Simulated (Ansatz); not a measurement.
# Geometry relaxation of CH$_{7}$BN$_{2}$ (part 2 of 2)

CH$_{7}$BN$_{2}$; RKS BLYP/STO-3G (Ansatz 0.2.0). It belongs to a series of runs on one base structure; here: start relaxed.

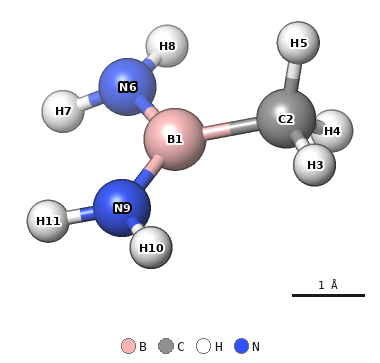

**Figure 1.** The geometry at step 11 of the log (ball-and-stick view, seen at a tilt; atoms are numbered from 1 in the order of the input).

Trajectory as extended XYZ, continued
```
11
Properties=species:S:1:pos:R:3:forces:R:3 step=6 energy=-4745.11239
B    -0.0110    0.0282   -0.0872   -0.2325  -0.0709   0.3123
C     0.0071   -0.0538    1.5285    0.0663   0.3972  -0.0680
H    -0.9743   -0.3359    1.9600    0.0209   0.0004  -0.0443
H     0.7596   -0.7717    1.9130    0.0144  -0.0301  -0.0673
H     0.2750    0.9357    1.9608    0.0010  -0.0618   0.0390
N     1.1665    0.2362   -0.9743    1.1819   1.5417   0.5187
H     1.6574   -0.6590   -1.2376    0.0539  -0.2204  -0.2354
H     1.9555    0.8559   -0.5046   -1.1881  -1.3058  -0.3973
N    -1.2663   -0.0421   -0.7299   -0.7052  -0.2561  -0.6781
H    -2.1943   -0.2267   -0.2283    0.7396   0.1177  -0.4777
H    -1.3753    0.0331   -1.7990    0.0477  -0.1120   1.0982
11
Properties=species:S:1:pos:R:3:forces:R:3 step=7 energy=-4745.29954
B    -0.0176    0.0406   -0.0879   -0.0803   0.1065   0.0155
C     0.0133   -0.0200    1.5237    0.0540   0.1770  -0.0505
H    -0.9631   -0.3193    1.9547    0.0165   0.0340  -0.0154
H     0.7690   -0.7461    1.8891    0.0034   0.0130  -0.0113
H     0.2803    0.9610    1.9718    0.0053  -0.0185  -0.0202
N     1.1709    0.2979   -0.9601    1.0212   0.3994   0.8968
H     1.5892   -0.6064   -1.3533   -0.2232   0.3710  -0.1326
H     1.9859    0.7248   -0.3620   -0.8694  -0.8168  -0.6010
N    -1.2668   -0.0713   -0.7379   -0.2770  -0.2284  -0.4117
H    -2.1848   -0.2475   -0.2436    0.3379   0.0124  -0.2024
H    -1.3763   -0.0137   -1.7929    0.0117  -0.0497   0.5329
11
Properties=species:S:1:pos:R:3:forces:R:3 step=8 energy=-4745.44258
B    -0.0044    0.0259   -0.0696   -0.0910   0.3413  -0.2669
C     0.0095   -0.0036    1.5425    0.1019   0.0355  -0.1145
H    -0.9827   -0.2774    1.9513    0.0033   0.0373   0.0435
H     0.7408   -0.7420    1.9378   -0.0350   0.0618  -0.0497
H     0.2871    0.9783    1.9798    0.0021   0.0051  -0.0269
N     1.1743    0.3287   -0.9268    0.7808  -0.1652   0.9196
H     1.5127   -0.5059   -1.5084   -0.2286   0.5585   0.0005
H     2.0249    0.6198   -0.3217   -0.5963  -0.5490  -0.5312
N    -1.2460   -0.1087   -0.7396   -0.1581  -0.2409  -0.1932
H    -2.1656   -0.2774   -0.2550    0.2109  -0.0278  -0.1244
H    -1.3505   -0.0375   -1.7888    0.0099  -0.0566   0.3430
11
Properties=species:S:1:pos:R:3:forces:R:3 step=9 energy=-4745.61402
B    -0.0055    0.0193   -0.0671   -0.0376   0.3984  -0.1408
C     0.0046    0.0194    1.5437    0.1189  -0.1330  -0.0287
H    -0.9821   -0.2579    1.9642   -0.0069   0.0700   0.0066
H     0.7404   -0.7097    1.9499   -0.0420   0.0721  -0.0544
H     0.2809    1.0068    1.9673   -0.0207   0.0369  -0.0431
N     1.1883    0.3265   -0.8604    0.6653  -0.6273   0.3321
H     1.4576   -0.3645   -1.6387   -0.3223   0.7434   0.3432
H     2.0574    0.4631   -0.2548   -0.2756  -0.2468  -0.3820
N    -1.2371   -0.1372   -0.7494   -0.1985  -0.2298  -0.1353
H    -2.1490   -0.3111   -0.2619    0.0690  -0.0024  -0.0474
H    -1.3556   -0.0549   -1.7912    0.0503  -0.0814   0.1500
11
Properties=species:S:1:pos:R:3:forces:R:3 step=10 energy=-4745.74708
B    -0.0103    0.0351   -0.0476    0.0960   0.2303  -0.0571
C    -0.0013    0.0348    1.5627    0.0240   0.0217  -0.1996
H    -0.9877   -0.2300    1.9891   -0.0222   0.0324   0.0087
H     0.7314   -0.6980    1.9539    0.0440  -0.0339   0.0698
H     0.2862    1.0221    1.9766   -0.0042   0.0367   0.0082
N     1.1954    0.3121   -0.8072    0.1277  -0.5661   0.0047
H     1.3557   -0.2142   -1.7226   -0.0731   0.5739   0.4362
H     2.0940    0.3337   -0.2537   -0.0316  -0.1096  -0.2196
N    -1.2221   -0.1599   -0.7566   -0.0179  -0.1227  -0.0909
H    -2.1421   -0.3279   -0.2921   -0.0786  -0.0002  -0.0083
H    -1.2991   -0.1078   -1.8011   -0.0642  -0.0626   0.0480
11
Properties=species:S:1:pos:R:3:forces:R:3 step=11 energy=-4745.83234
B    -0.0107    0.0251   -0.0387   -0.1064   0.0308   0.0384
C    -0.0048    0.0459    1.5686    0.0147  -0.0229  -0.0403
H    -1.0013   -0.1716    2.0003    0.0098   0.0136  -0.0055
H     0.7013   -0.7077    1.9750   -0.0191   0.0074   0.0366
H     0.3203    1.0293    1.9678   -0.0195  -0.0117  -0.0220
N     1.2031    0.2591   -0.7591    0.2084  -0.2402  -0.2480
H     1.3165   -0.0239   -1.7701   -0.0418   0.2188   0.2295
H     2.1295    0.2402   -0.2678   -0.0358   0.0283  -0.0237
N    -1.2174   -0.1947   -0.7617    0.0225  -0.0102  -0.0119
H    -2.1457   -0.3450   -0.3063   -0.0144   0.0438   0.0169
H    -1.2907   -0.1566   -1.8065   -0.0183  -0.0577   0.0301
11
Properties=species:S:1:pos:R:3:forces:R:3 step=12 energy=-4745.85783
B    -0.0033    0.0019   -0.0393    0.0135  -0.0433  -0.0162
C    -0.0108    0.0418    1.5677    0.0423  -0.0078  -0.0432
H    -1.0212   -0.1237    1.9883   -0.0087   0.0014   0.0097
H     0.6562   -0.7326    1.9995   -0.0121  -0.0017   0.0064
H     0.3499    1.0176    1.9527   -0.0113   0.0086   0.0108
N     1.2228    0.1550   -0.7500   -0.0060  -0.0028  -0.0221
H     1.3111    0.1189   -1.7930    0.0118   0.0030   0.0172
H     2.1505    0.2595   -0.2810   -0.0021   0.0228   0.0097
N    -1.2185   -0.1891   -0.7579    0.0227   0.0142   0.0486
H    -2.1396   -0.3245   -0.2840   -0.0333   0.0181  -0.0300
H    -1.2970   -0.2248   -1.8015   -0.0167  -0.0126   0.0089
11
Properties=species:S:1:pos:R:3:forces:R:3 step=13 energy=-4745.85727 accepted=F
B    -0.0023   -0.0045   -0.0468    0.0165   0.0018   0.0090
C    -0.0082    0.0374    1.5604   -0.0067   0.0265   0.0037
H    -1.0183   -0.1305    1.9823    0.0011  -0.0074  -0.0038
H     0.6607   -0.7328    1.9964    0.0005   0.0007  -0.0042
H     0.3446    1.0168    1.9447    0.0075  -0.0040   0.0035
N     1.2325    0.1474   -0.7489   -0.2135  -0.0431   0.0022
H     1.3312    0.1202   -1.7908    0.0206   0.0111  -0.0043
H     2.1514    0.2749   -0.2684   -0.0033  -0.0022   0.0022
N    -1.2285   -0.1851   -0.7546    0.1989   0.0114  -0.0101
H    -2.1493   -0.3047   -0.2757   -0.0034  -0.0038  -0.0001
H    -1.3137   -0.2391   -1.7971   -0.0181   0.0091   0.0020
11
Properties=species:S:1:pos:R:3:forces:R:3 step=14 energy=-4745.85858
B    -0.0017   -0.0060   -0.0409   -0.0075   0.0296   0.0307
C    -0.0080    0.0401    1.5658   -0.0088  -0.0170   0.0056
H    -1.0190   -0.1238    1.9867   -0.0069  -0.0056  -0.0042
H     0.6560   -0.7339    2.0024    0.0058   0.0033   0.0013
H     0.3488    1.0173    1.9516    0.0109   0.0002  -0.0135
N     1.2235    0.1485   -0.7508    0.0516  -0.0101  -0.0265
H     1.3155    0.1223   -1.7936    0.0008   0.0011   0.0144
H     2.1479    0.2689   -0.2784   -0.0120   0.0080  -0.0022
N    -1.2191   -0.1892   -0.7563   -0.0485  -0.0173   0.0033
H    -2.1439   -0.3138   -0.2857    0.0071   0.0094  -0.0010
H    -1.3001   -0.2304   -1.7993    0.0073  -0.0015  -0.0080
11
Properties=species:S:1:pos:R:3:forces:R:3 step=15 energy=-4745.85877
B    -0.0025   -0.0099   -0.0409    0.0024  -0.0008  -0.0245
C    -0.0080    0.0382    1.5644    0.0025  -0.0026   0.0187
H    -1.0177   -0.1286    1.9873    0.0017  -0.0025  -0.0010
H     0.6615   -0.7306    2.0017   -0.0033   0.0019   0.0011
H     0.3463    1.0186    1.9441    0.0015   0.0031   0.0077
N     1.2256    0.1356   -0.7494    0.0042   0.0044  -0.0003
H     1.3192    0.1266   -1.7921   -0.0016  -0.0038   0.0040
H     2.1452    0.2764   -0.2737    0.0020   0.0004  -0.0033
N    -1.2203   -0.1952   -0.7559   -0.0114   0.0033  -0.0022
H    -2.1467   -0.3034   -0.2847   -0.0008   0.0000  -0.0018
H    -1.3027   -0.2277   -1.7994    0.0027  -0.0035   0.0016
11
Properties=species:S:1:pos:R:3:forces:R:3 step=16 energy=-4745.85881
B    -0.0023   -0.0080   -0.0410   -0.0051   0.0031   0.0016
C    -0.0078    0.0381    1.5654   -0.0029   0.0078  -0.0035
H    -1.0174   -0.1328    1.9869   -0.0010  -0.0007   0.0023
H     0.6633   -0.7295    2.0020    0.0020  -0.0033  -0.0007
H     0.3432    1.0188    1.9475   -0.0001   0.0006   0.0029
N     1.2255    0.1384   -0.7499    0.0000  -0.0040  -0.0014
H     1.3182    0.1214   -1.7924    0.0009   0.0026  -0.0044
H     2.1465    0.2763   -0.2762   -0.0012  -0.0030   0.0020
N    -1.2209   -0.1901   -0.7561    0.0109  -0.0029   0.0023
H    -2.1472   -0.3015   -0.2856   -0.0011  -0.0028   0.0008
H    -1.3010   -0.2312   -1.7993   -0.0025   0.0026  -0.0019
```

The run was set up as follows.

Input file
```yaml
crystal:
  periodic: [false, false, false]
  atoms:
    - { symbol: B, position_ang: [0.0, 0.0, 0.0] }
    - { symbol: C, position_ang: [0.0, 0.0, 1.6] }
    - { symbol: H, position_ang: [-0.9996, -0.3092, 1.9705] }
    - { symbol: H, position_ang: [0.7676, -0.7111, 1.9705] }
    - { symbol: H, position_ang: [0.232, 1.0203, 1.9705] }
    - { symbol: "N", position_ang: [1.3423, 0.0, -0.775] }
    - { symbol: H, position_ang: [1.8089, -0.9179, -1.0268] }
    - { symbol: H, position_ang: [1.7937, 0.9179, -1.0532] }
    - { symbol: "N", position_ang: [-1.3423, 0.0, -0.775] }
    - { symbol: H, position_ang: [-2.0112, -0.8164, -0.6764] }
    - { symbol: H, position_ang: [-1.5914, 0.8164, -1.4036] }
basis:
  gaussian: { orbitals: STO-3G }
hamiltonian:
  xc: blyp
relax:
  f_tol: 0.02
  max_steps: 40
```

Command:
```bash
ansatz run input.yaml --threads 1 --pin off --max-ram 2048MiB --backend cpu --events-out ev --progress --plain --runs-dir out
```

Key numbers

| quantity | value |
| --- | --- |
| outcome | converged |
| total energy | −4745.8591 eV |
| mean-field energy | −4745.8591 eV |
| largest force (length of the vector) at the end | 0.012 eV/Å |
| hardware | 1 thread of Intel Xeon @ 2.60GHz (Ice Lake), 24 GiB of memory available, shared host |
| wall time | 23 s |
| peak memory | 0.13 GiB |
